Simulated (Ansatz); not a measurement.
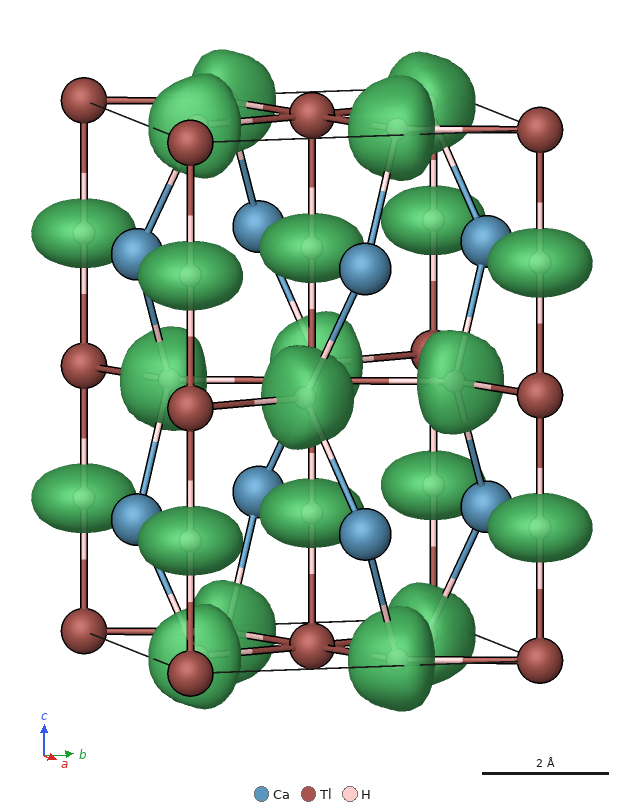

CaTlH$_{3}$. Isosurface of the ELF at 0.75 (green), seen slightly off an axis. Core shells and regions of very low density are left out. Sticks mark near contacts.

Space group I4/mcm; a structure from a database of computed crystals, not necessarily the ambient phase; started from the SrTiO3-140 prototype, which need not be the ambient phase.

Computed with Ansatz, DFT, PBEsol, plane waves, PAW.

Core electrons are frozen (PAW), and the valence fields are smoothed inside the atomic spheres.

```yaml
crystal:
  lattice:
    - [5.80387, 0.00000, 0.00000]
    - [0.00000, 5.80387, 0.00000]
    - [0.00000, 0.00000, 8.49225]
  atoms:
    - { symbol: Ca, position: [0.00000, 0.50000, 0.25000] }
    - { symbol: Ca, position: [0.50000, 0.00000, 0.75000] }
    - { symbol: Ca, position: [0.50000, 0.00000, 0.25000] }
    - { symbol: Ca, position: [0.00000, 0.50000, 0.75000] }
    - { symbol: Tl, position: [0.00000, 0.00000, 0.00000] }
    - { symbol: Tl, position: [0.50000, 0.50000, 0.50000] }
    - { symbol: Tl, position: [0.00000, 0.00000, 0.50000] }
    - { symbol: Tl, position: [0.50000, 0.50000, 0.00000] }
    - { symbol: H, position: [0.36796, 0.86796, 0.00000] }
    - { symbol: H, position: [0.86796, 0.36796, 0.50000] }
    - { symbol: H, position: [0.13204, 0.36796, 0.00000] }
    - { symbol: H, position: [0.63204, 0.86796, 0.50000] }
    - { symbol: H, position: [0.36796, 0.13204, 0.50000] }
    - { symbol: H, position: [0.86796, 0.63204, 0.00000] }
    - { symbol: H, position: [0.63204, 0.13204, 0.00000] }
    - { symbol: H, position: [0.13204, 0.63204, 0.50000] }
    - { symbol: H, position: [0.00000, 0.00000, 0.75000] }
    - { symbol: H, position: [0.50000, 0.50000, 0.25000] }
    - { symbol: H, position: [0.00000, 0.00000, 0.25000] }
    - { symbol: H, position: [0.50000, 0.50000, 0.75000] }
```

Question: Identify the bonds, lone pairs and shells in this picture.

Answer: At this value the surface marks out twelve regions around hydrogen nuclei, counted in one cell of 20 atoms. Any copies at cell faces, edges or corners count once. Profiles from the grid: Tl–H (2.12 Å): the ELF climbs to about 1 towards the hydrogen. Ca–H (2.38 Å): the ELF climbs to about 1 towards the hydrogen (a hydride-like H with a filled shell, bound largely ionically).
